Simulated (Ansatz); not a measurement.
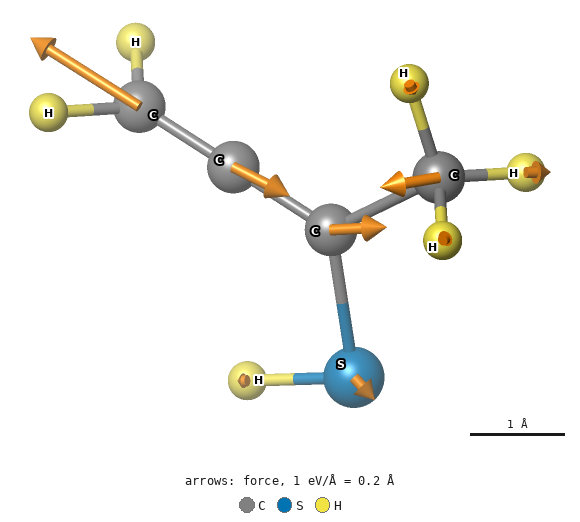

Starting geometry of C₄H₆S (coarse preliminary run) with the computed forces as orange arrows. The picture is a ball-and-stick view, seen from a free direction.

The start comes from a force field.

Theory: RKS PBE-D4/def2-SVP (Ansatz 0.2.0).

Input file:
```yaml
crystal:
  periodic: [false, false, false]
  atoms:
    - {symbol: C, position_ang: [-1.290400, 1.562100, -0.092400]}
    - {symbol: C, position_ang: [-0.567100, 0.563000, -0.141200]}
    - {symbol: C, position_ang: [0.183000, -0.475900, -0.187800]}
    - {symbol: C, position_ang: [1.352600, -0.754500, 0.837100]}
    - {symbol: S, position_ang: [0.001100, -1.606100, -1.500800]}
    - {symbol: H, position_ang: [-2.286200, 1.588500, 0.420600]}
    - {symbol: H, position_ang: [-1.025000, 2.529500, -0.596000]}
    - {symbol: H, position_ang: [2.303500, -0.793700, 0.360400]}
    - {symbol: H, position_ang: [1.320200, 0.028800, 1.654400]}
    - {symbol: H, position_ang: [1.090800, -1.719500, 1.364600]}
    - {symbol: H, position_ang: [-1.017000, -0.979100, -2.098400]}
basis:
  gaussian: {orbitals: def2-SVP}
hamiltonian: {xc: pbe, dispersion: d4}
relax: {f_tol: 0.03, max_steps: 200}
```

Launched with:
```bash
ansatz run in.yaml --threads 4 --pin off --events-out ev --progress --plain --max-ram 10444MiB
```

Is this structure relaxed? If not, where do the atoms go?

It isn't relaxed: the largest force vector, on C1, is 7.17 eV/Å. The final displacements follow the starting forces only in part (cosine between the two patterns 0.38). The atom that moves furthest after the best rigid fit is H11 (0.16 Å). By element the largest moves are H 0.16 Å, S 0.13 Å, C 0.12 Å. Among the contacts that change: C1–C2 1.234 → 1.318 Å, C3–C4 1.580 → 1.510 Å, C3–S5 1.742 → 1.796 Å, C4–H8 1.064 → 1.111 Å. Bond angles that change, for instance: H8–C4–H10 112.6° → 107.6°, C3–C4–H10 106.4° → 110.7°, H9–C4–H10 104.3° → 108.6°. The energy falls by 12.5 kcal/mol in 5 accepted moves (6 points after the start). Largest force component: 5.8 eV/Å at the start, 0.026 eV/Å at the end. The line search rejected the trial step at point 2 of the run.
